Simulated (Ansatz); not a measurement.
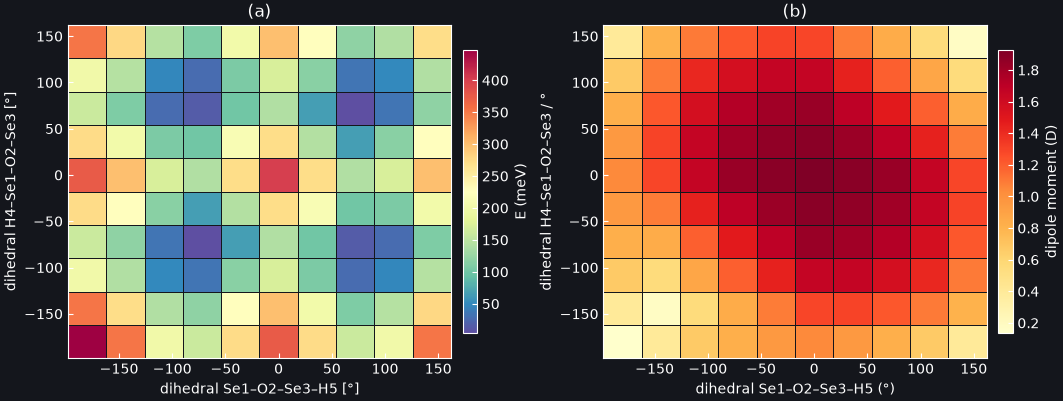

H₂OSe₂, SMILES [SeH]O[SeH]. First axis: dihedral Se1–O2–Se3–H5. Second axis: dihedral H4–Se1–O2–Se3. Nothing is relaxed (all other coordinates rigid). The grid has 10 × 10 points; 31 points were computed and 69 follow by symmetry. Points are written as (first, second). All energies are given in meV relative to the relaxed molecule at the same level. Theory: RKS B3LYP-D4/def2-TZVP in Ansatz 0.2.0.

Panel (a) is the energy; panel (b) is the computed dipole moment, in D.

Drawn: one coloured cell a grid point.

Question: How does the dipole moment vary over the map, and what is it at the lowest grid point?

Answer: Leaving out the highest fifth of the energies, it runs from 0.18 D at (−144°, −144°) to 1.89 D at (−36°, 0°). At the lowest grid point, (−72°, −72°), it is 1.48 D.
